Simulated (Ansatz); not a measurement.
# ZnS: pressure series

The reference is ZnS (space group R3m, No. 160; a = 3.7850 Å, c = 37.1762 Å (hexagonal axes)).

Cell and atoms are relaxed at each pressure.

Level of theory: Kohn–Sham DFT with the PBEsol functional, run in Ansatz (a program for electronic structure) with PAW and 420 eV plane waves, no spin-orbit coupling.

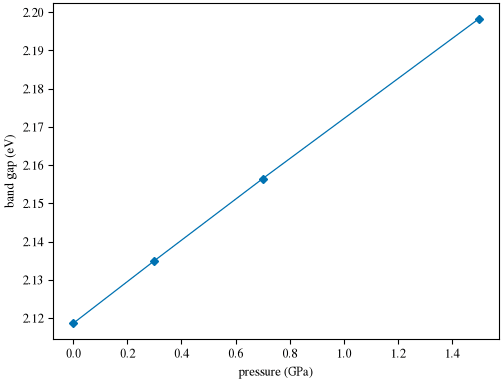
Fig. 1. Band gap against pressure

```tsv
pressure (GPa)	band gap
0.3	2.13 eV
0.7	2.16 eV
1.5	2.20 eV
```

Load acts through the strain it causes; cell and atoms are relaxed under it. Whether these cells are dynamically stable was not tested. This is not the structure that ZnS has at room temperature and ambient pressure.
